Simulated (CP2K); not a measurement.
Pyridazine has these distinct C atoms: C1 (bonded to 2 C and H) and C3 (bonded to C, N and H).

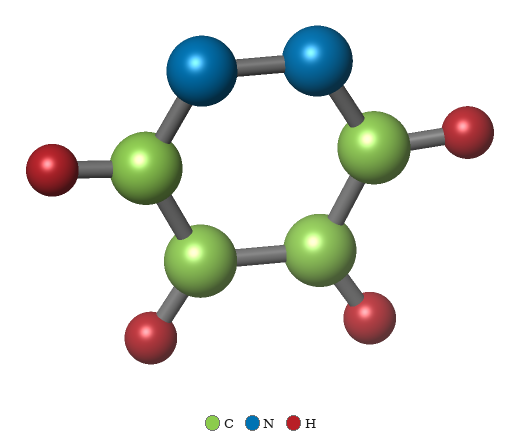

The molecule (carbon green, nitrogen blue, hydrogen red).

```xyz
10

C     0.6827    0.8207    0.0671
C    -0.7044    0.8058    0.0542
C    -1.3211   -0.4455   -0.0435
N    -0.6490   -1.6063   -0.1258
N     0.6921   -1.5935   -0.1178
C     1.3313   -0.4154   -0.0215
H     1.2512    1.7472    0.1439
H    -1.2951    1.7196    0.1169
H    -2.4082   -0.5454   -0.0571
H     2.4205   -0.4871   -0.0164
```

Their partial C K spectra (CP2K XAS_TDP, all-electron GAPW, PBEh(45%), aug-cc-pVDZ, TDA, GW2X-corrected core level, no relativity) are given in random order, each times the number of alike atoms.

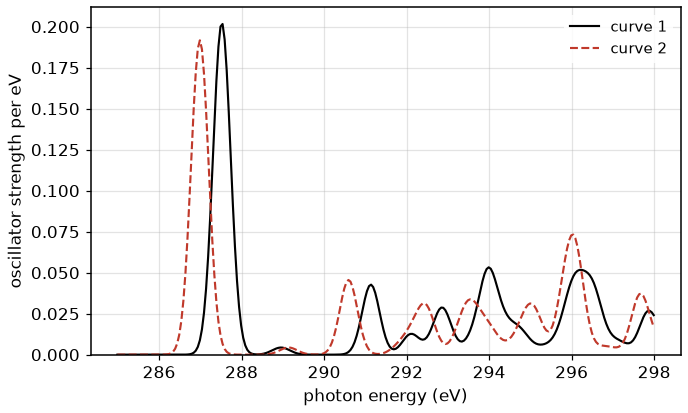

Gaussian full width 0.5 eV, oscillator strength per eV, alike atoms added, rows of zeros left out.

Q: Which curve belongs to which atom?

Curve 1: C3 (bonded to C, N and H), leading line at 287.52 eV (f = 0.054 an atom), ionisation energy 293.23 eV, term value 5.71 eV. Curve 2: C1 (bonded to 2 C and H), leading line at 286.99 eV (f = 0.051 an atom), ionisation energy 292.96 eV, term value 5.97 eV. The leading line of an atom is its first one with 35 % of the strongest within 2.5 eV of its lowest line over the strength cut. A line lies at the core ionisation energy, which rises as an atom loses charge to its neighbours or to a π system, less the term value, which is large for a low π* or σ* orbital with weight on that atom.

[Banner, clock and machine lines of the logs are left out without a mark of their own.]

[Logs are printed without paths, hosts, clocks, repeated set-up lines and the standing remarks that a program may print on its own settings, such as how far it seeks lower states.]

[Hosts, paths, dates, database ids (printed as entryN), source tags and the programs' standing remarks are cut or masked in the printed files.]
